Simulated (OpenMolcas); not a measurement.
Run report: CH₃BCl₂O, energy and gradient calculation

System: CH₃BCl₂O, SMILES COB(Cl)Cl.
Method: HF/3-21G, RHF (OpenMolcas 26.06).

The geometry comes from this level: PBE0-D4/def2-TZVP.

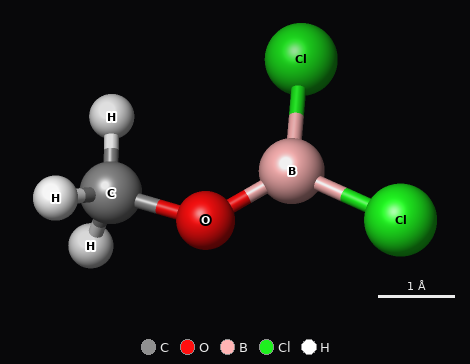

Figure 1. The structure as given in the input (ball-and-stick view, seen at a tilt).

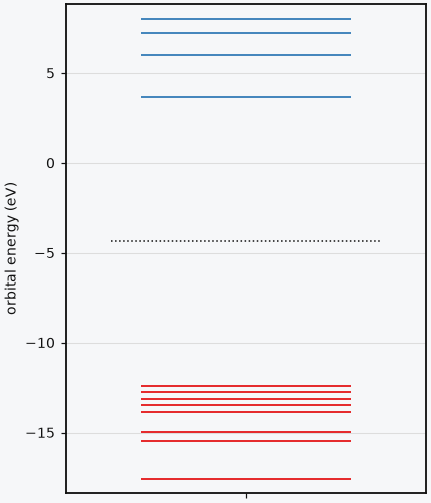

Figure 2. Orbital energies near the frontier; the dotted line parts filled from empty levels, and levels within 0.02 eV of each other stand side by side. Highest filled −12.43 eV, lowest empty 3.68 eV, 16.11 eV apart.

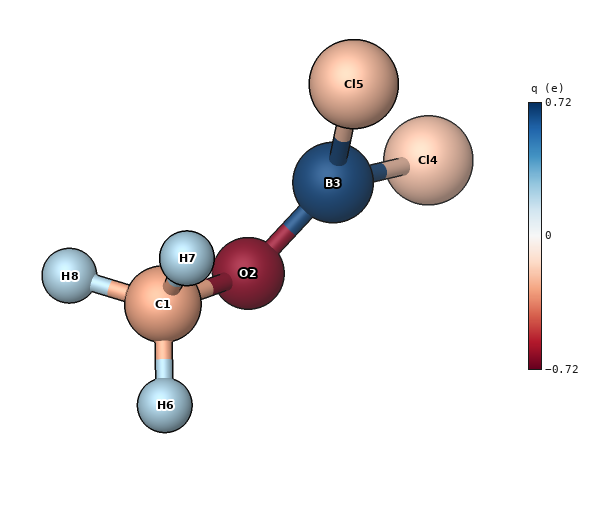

Figure 3. Mulliken charges, as the colour of each atom (ball-and-stick view, seen at a tilt; atoms are numbered from 1 in the order of the input). By element: C −0.28, O −0.65, B +0.68, Cl −0.22 and H +0.23 to +0.24 e.

The input that produced these results follows, with the program's output.

Input
```
&GATEWAY
BasLib=$CurrDir
Coord=input.xyz
Basis=3-21G
Group=NoSym
&SEWARD
&SCF
Thresholds=1e-10 1e-07 1e-07 1e-05
PrOrbitals=0
&ALASKA
```

File input.xyz
```
8

C     -0.173000    -0.644100     0.940400
O      0.000100    -0.547100    -0.462300
B      0.213000     0.573500    -1.147500
Cl     0.382900     0.455700    -2.887600
Cl     0.331800     2.160700    -0.389600
H      0.452100    -1.462400     1.297300
H      0.104200     0.282000     1.445200
H     -1.218800    -0.875400     1.148200
```

Command:
```bash
export MOLCAS_MEM=1860
pymolcas run.inp > run.log
```

The program's output
```
--- Start Module: gateway ---

                                              &GATEWAY

                       available to each process: 1.9 GB of memory, 1 thread

 Basis Set     1 Label: C.3-21G
 Basis set is read from library:.
 basistype.tbl is not found

 Basis Set     2 Label: O.3-21G
 Basis set is read from library:.
 basistype.tbl is not found

 Basis Set     3 Label: B.3-21G
 Basis set is read from library:.
 basistype.tbl is not found

 Basis Set     4 Label: CL.3-21G
 Basis set is read from library:.
 basistype.tbl is not found

 Basis Set     5 Label: H.3-21G
 Basis set is read from library:.
 basistype.tbl is not found

++    Symmetry information:
      ---------------------

                    Character Table for C1

                             E
                    a        1  x, y, xy, Rz, z, xz, Ry, yz, Rx, I
--

++    Basis set information:
      ----------------------

      Basis set label: C.3-21G.........

      Electronic valence basis set:
      ------------------
      Associated Effective Charge   6.000000 au
      Associated Actual Charge      6.000000 au
      Nuclear Model: Point charge

      Shell  nPrim  nBasis  Cartesian Spherical Contaminant
         s       6       3        X
         p       3       2        X

      Basis set label: O.3-21G.........

      Electronic valence basis set:
      ------------------
      Associated Effective Charge   8.000000 au
      Associated Actual Charge      8.000000 au
      Nuclear Model: Point charge

      Shell  nPrim  nBasis  Cartesian Spherical Contaminant
         s       6       3        X
         p       3       2        X

      Basis set label: B.3-21G.........

      Electronic valence basis set:
      ------------------
      Associated Effective Charge   5.000000 au
      Associated Actual Charge      5.000000 au
      Nuclear Model: Point charge

      Shell  nPrim  nBasis  Cartesian Spherical Contaminant
         s       6       3        X
         p       3       2        X

      Basis set label: CL.3-21G.........

      Electronic valence basis set:
      ------------------
      Associated Effective Charge  17.000000 au
      Associated Actual Charge     17.000000 au
      Nuclear Model: Point charge

      Shell  nPrim  nBasis  Cartesian Spherical Contaminant
         s       9       4        X
         p       6       3        X

      Basis set label: H.3-21G.........

      Electronic valence basis set:
      ------------------
      Associated Effective Charge   1.000000 au
      Associated Actual Charge      1.000000 au
      Nuclear Model: Point charge

      Shell  nPrim  nBasis  Cartesian Spherical Contaminant
         s       3       2        X
--

++    Molecular structure info:
      -------------------------

                    ************************************************
                    **** Cartesian Coordinates / bohr, angstrom ****
                    ************************************************

     Center  Label                x              y              z                     x              y              z
        1      C1              -0.326923      -1.217173       1.777098             -0.173000      -0.644100       0.940400
        2      O2               0.000189      -1.033869      -0.873620              0.000100      -0.547100      -0.462300
        3      B3               0.402512       1.083758      -2.168461              0.213000       0.573500      -1.147500
        4      CL4              0.723576       0.861148      -5.456773              0.382900       0.455700      -2.887600
        5      CL5              0.627011       4.083131      -0.736237              0.331800       2.160700      -0.389600
        6      H6               0.854345      -2.763535       2.451542              0.452100      -1.462400       1.297300
        7      H7               0.196909       0.532903       2.731032              0.104200       0.282000       1.445200
        8      H8              -2.303198      -1.654266       2.169784             -1.218800      -0.875400       1.148200

                    ***************************************
                    *    InterNuclear Distances / bohr    *
                    ***************************************

               1 C1            2 O2            3 B3            4 CL4           5 CL5           6 H6
    1 C1       0.000000
    2 O2       2.677109        0.000000
    3 B3       4.625342        2.514522        0.000000
    4 CL4      7.599465        5.011953        3.311440        0.000000
    5 CL5      5.943069        5.157080        3.331352        5.716114        0.000000
    6 H6       2.059492        3.844221        6.029116        8.700395        7.555823        0.000000
    7 H7       2.060862        3.935352        4.934647        8.211290        4.981071        3.372957
    8 H8       2.061775        3.866884        5.799828        8.582135        7.067447        3.358563

               7 H7            8 H8
    7 H7       0.000000
    8 H8       3.368864        0.000000

                    *******************************************
                    *    InterNuclear Distances / angstrom    *
                    *******************************************

               1 C1            2 O2            3 B3            4 CL4           5 CL5           6 H6
    1 C1       0.000000
    2 O2       1.416665        0.000000
    3 B3       2.447626        1.330628        0.000000
    4 CL4      4.021464        2.652211        1.752339        0.000000
    5 CL5      3.144937        2.729009        1.762875        3.024837        0.000000
    6 H6       1.089836        2.034274        3.190471        4.604051        3.998369        0.000000
    7 H7       1.090561        2.082498        2.611303        4.345227        2.635869        1.784892
    8 H8       1.091045        2.046267        3.069137        4.541470        3.739932        1.777275

               7 H7            8 H8
    7 H7       0.000000
    8 H8       1.782726        0.000000

                    **************************************
                    *    Valence Bond Angles / degree    *
                    **************************************
                          Atom centers                 Phi
                      2 O2       1 C1       6 H6       107.79
                      2 O2       1 C1       7 H7       111.66
                      2 O2       1 C1       8 H8       108.68
                      6 H6       1 C1       7 H7       109.89
                      6 H6       1 C1       8 H8       109.16
                      7 H7       1 C1       8 H8       109.60
                      1 C1       2 O2       3 B3       125.95

           ***************************************************************
           *              Valence Dihedral Angles / degree               *
           ***************************************************************
                    Atom centers                       Phi1     Phi2     Theta
           3 B3       2 O2       1 C1       6 H6        125.95   107.79  -133.42
           3 B3       2 O2       1 C1       7 H7        125.95   111.66   -12.63
           3 B3       2 O2       1 C1       8 H8        125.95   108.68   108.39
--

            Nuclear Potential Energy            258.74413112 au

--- Stop Module: gateway /rc=_RC_ALL_IS_WELL_ ---

--- Start Module: seward ---

                                              &SEWARD

                       available to each process: 1.9 GB of memory, 1 thread

               SEWARD will generate:
                  Multipole Moment integrals up to order  2
                  Kinetic Energy integrals
                  Nuclear Attraction integrals (point charge)
                  One-Electron Hamiltonian integrals
                  Velocity integrals
                  Orbital angular momentum around (  0.4151   1.3376  -2.0156 )
                  Velocity quadrupole around (  0.4151   1.3376  -2.0156 )
                  Two-Electron Repulsion integrals

                   Integrals are discarded if absolute value <: 1.00E-14
                   Integral cutoff threshold is set to       <: 1.00E-16

            Nuclear Potential Energy            258.74413112 au

      Basis set specifications :
      Symmetry species         a
      Basis functions           59

--- Stop Module: seward /rc=_RC_ALL_IS_WELL_ ---
--- Module seward spent 1 second ---

--- Start Module: scf ---

                                                &SCF

                       available to each process: 1.9 GB of memory, 1 thread

++    Input section:
      --------------

      Header of the integral files:

      Cartesian coordinates in angstrom:
      -----------------------------------------------------
      No.  Label        X            Y            Z
      -----------------------------------------------------
       1   C1        -0.17300000  -0.64410000   0.94040000
       2   O2         0.00010000  -0.54710000  -0.46230000
       3   B3         0.21300000   0.57350000  -1.14750000
       4   CL4        0.38290000   0.45570000  -2.88760000
       5   CL5        0.33180000   2.16070000  -0.38960000
       6   H6         0.45210000  -1.46240000   1.29730000
       7   H7         0.10420000   0.28200000   1.44520000
       8   H8        -1.21880000  -0.87540000   1.14820000
      -----------------------------------------------------
      Nuclear repulsion energy =  258.74413112
--

++    Orbital specifications:
      -----------------------

      Symmetry species               1
                                     a
      Frozen orbitals                0
      Occupied orbitals             28
      Secondary orbitals            31
      Deleted orbitals               0
      Total number of orbitals      59
      Number of basis functions     59
--

      Molecular charge                           0.000

++    Optimization specifications:
      ----------------------------

      SCF Algorithm: Conventional
      Minimized density differences are used
      Number of density matrices in core                 5
      Maximum number of NDDO SCF iterations            400
      Maximum number of HF SCF iterations              400
      Threshold for SCF energy change             1.00E-10
      Threshold for density matrix                1.00E-07
      Threshold for Fock matrix                   1.00E-07
      Threshold for linear dependence             1.00E-09
      Threshold at which DIIS is turned on        1.50E-01
      Maximum depth in the DIIS procedure                5
      Maximum depth in the BFGS Hessian update          30
      Threshold at which QNR/C2DIIS is turned on  7.50E-02
      Threshold for Norm(delta) (QNR/C2DIIS)      1.00E-05
      All orbitals punched on: SCFORB
--

      Input vectors read from INPORB
      Orbital file label: *Guess orbitals

++ Convergence information
                                   SCF        iterations: Energy and convergence statistics

Iter     Tot. SCF        One-elec.       Two-elec.     Energy      Max Dij or  Max Fij      DNorm      TNorm      AccCon     Time
         Energy          Energy          Energy        Change      Delta Norm                                                in Sec.

 The total and one-electron energies are shifted by a value of      1000. a.u.

   1   -52.760167144  -965.953052485   654.448754224   0.00E+00    2.11E-01*   2.14E-01*    9.96E+00   1.81E+02   None         0.
   2   -53.066763889  -968.198446649   656.387551643  -3.07E-01*   9.15E-02*   6.14E-02*    2.56E+00   1.81E+02   EDIIS        0.
   3   -53.096185364  -968.853363257   657.013046776  -2.94E-02*   3.21E-02*   2.50E-02*    5.80E-01   1.81E+02   c2DIIS       0.
   4   -53.106849344  -968.397002692   656.546022230  -1.07E-02*   1.25E-02*   4.41E-03*    1.35E-01   1.81E+02   QNRc2DIIS    0.
   5   -53.107207464  -968.492510354   656.641171773  -3.58E-04*   7.66E-03*   2.27E-03*    4.55E-02   1.81E+02   QNRc2DIIS    0.
   6   -53.107290243  -968.481892747   656.630471386  -8.28E-05*   1.13E-03*   3.18E-04*    9.94E-03   1.81E+02   QNRc2DIIS    0.
   7   -53.107293240  -968.478677239   656.627252882  -3.00E-06*   4.42E-04*   1.12E-04*    2.66E-03   1.81E+02   QNRc2DIIS    0.
   8   -53.107293652  -968.478085201   656.626660431  -4.12E-07*   1.15E-04*   2.68E-05*    4.90E-04   1.81E+02   QNRc2DIIS    0.
   9   -53.107293672  -968.479488874   656.628064084  -2.03E-08*   4.10E-05*   8.92E-06*    1.74E-04   1.81E+02   QNRc2DIIS    0.
  10   -53.107293675  -968.479196276   656.627771484  -2.31E-09*   8.74E-06    2.31E-06*    7.64E-05   1.81E+02   QNRc2DIIS    0.
  11   -53.107293675  -968.479231644   656.627806851  -1.24E-10*   1.48E-06    2.85E-07*    5.24E-05   1.81E+02   QNRc2DIIS    0.
  12   -53.107293675  -968.479223282   656.627798489  -3.18E-12    2.80E-07    5.92E-08     1.32E-04   1.81E+02   QNRc2DIIS    0.

       Convergence after  12 Iterations
--

 *****************************************************************************************************************************
 *                                             SCF/KS-DFT Program, Final results                                             *
 *                                                       Final Results                                                       *
 *****************************************************************************************************************************

::    Total SCF energy                              -1053.1072936749
      One-electron energy                           -1968.4792232817
      Two-electron energy                             656.6277984894
      Nuclear repulsion energy                        258.7441311175
      Kinetic energy (interpolated)                  1052.1661775665
      Virial theorem                                    1.0008944558
      Total spin, S(S+1)                                0.0000000000
      Total spin, S                                     0.0000000000
      Max non-diagonal density matrix element           0.0000002336
      Max non-diagonal Fock matrix element              0.0000000224

      No orbitals printed

++    Molecular charges:
      ------------------

      Mulliken charges per centre
      ---------------------------

                C1      O2      B3      CL4     CL5     H6      H7      H8
      Total    6.2788  8.6546  4.3169 17.2243 17.2199  0.7642  0.7711  0.7702

      N-E     -0.2788 -0.6546  0.6831 -0.2243 -0.2199  0.2358  0.2289  0.2298

      Total electronic charge=   56.000000

      Total            charge=   -0.000000
--

++    Molecular properties:
      ---------------------

      Charge (e):
                      =   -0.0000
      Dipole Moment (debye):
      Origin of the operator (angstrom)=    0.2197    0.7078   -1.0666
                   X= -5.4099E-01               Y= -1.3099E+00               Z=  3.4305E+00           Total=  3.7118E+00
      Quadrupole Moment (debye*angstrom):
      Origin of the operator (angstrom)=    0.2197    0.7078   -1.0666
                  XX= -4.2696E+01              XY= -3.9955E-02              XZ= -6.9143E-01              YY= -4.7229E+01
                  YZ= -4.9449E+00              ZZ= -4.2132E+01
      In traceless form (debye*angstrom)
                  XX=  1.9842E+00              XY= -5.9933E-02              XZ= -1.0371E+00              YY= -4.8146E+00
                  YZ= -7.4174E+00              ZZ=  2.8305E+00
--

--- Stop Module: scf /rc=_RC_ALL_IS_WELL_ ---
--- Module scf spent 1 second ---

--- Start Module: alaska ---

                                              &ALASKA

                       available to each process: 1.9 GB of memory, 1 thread

                     Threshold for contributions to the gradient: 1.000E-07

                    ********************************************
                    * Symmetry Adapted Cartesian Displacements *
                    ********************************************

           Irreducible representation : a
           Basis function(s) of irrep: x, y, xy, Rz, z, xz, Ry, yz, Rx, I

 Basis Label        Type   Center Phase
   1   C1           x         1     1
   2   C1           y         1     1
   3   C1           z         1     1
   4   O2           x         2     1
   5   O2           y         2     1
   6   O2           z         2     1
   7   B3           x         3     1
   8   B3           y         3     1
   9   B3           z         3     1
  10   CL4          x         4     1
  11   CL4          y         4     1
  12   CL4          z         4     1
  13   CL5          x         5     1
  14   CL5          y         5     1
  15   CL5          z         5     1
  16   H6           x         6     1
  17   H6           y         6     1
  18   H6           z         6     1
  19   H7           x         7     1
  20   H7           y         7     1
  21   H7           z         7     1
  22   H8           x         8     1
  23   H8           y         8     1
  24   H8           z         8     1

                     No automatic utilization of translational and rotational invariance of the energy is employed.

 Conventional ERI gradients!

 **************************************************
 *              Molecular gradients               *
 **************************************************

  Irreducible representation: a
 ------------------------------------------------------------------------------------------
                              X                       Y                       Z
 ------------------------------------------------------------------------------------------
  C1                5.65880233128990E-03    1.19910901095377E-02   -3.70225007736540E-02
  O2               -1.88947471222534E-03   -2.25815887062630E-03    1.08015358112286E-02
  B3                2.90892542930243E-04    8.38071445123911E-03    9.70567836603387E-03
  CL4              -1.92556018264467E-03    1.23644181209981E-03    1.89576448717368E-02
  CL5              -1.34853449397010E-03   -1.88005719545501E-02   -9.68762164661463E-03
  H6                4.54172365152750E-03   -6.33229150126757E-03    2.57370580711713E-03
  H7                2.29017873451742E-03    7.86270891845486E-03    3.33629924986845E-03
  H8               -7.61802787142152E-03   -2.07993296485065E-03    1.33525831412329E-03
 ------------------------------------------------------------------------------------------

--- Stop Module: alaska /rc=_RC_ALL_IS_WELL_ ---

.##################.
.# Happy landing! #.
.##################.

    Timing: Wall=4.73 User=3.60 System=0.86
```

Summary

- outcome: converged
- total energy: −1053.107294 hartree
- basis functions: 59
- largest force: 2.022 eV/Å
- HOMO: −12.43 eV
- LUMO: 3.68 eV
- dipole moment: 3.71 debye
- hardware: 1 thread of AMD EPYC (Zen 3), 128 GiB of memory available, shared host
- wall time: 5.1 s
- peak memory: 0.39 GiB
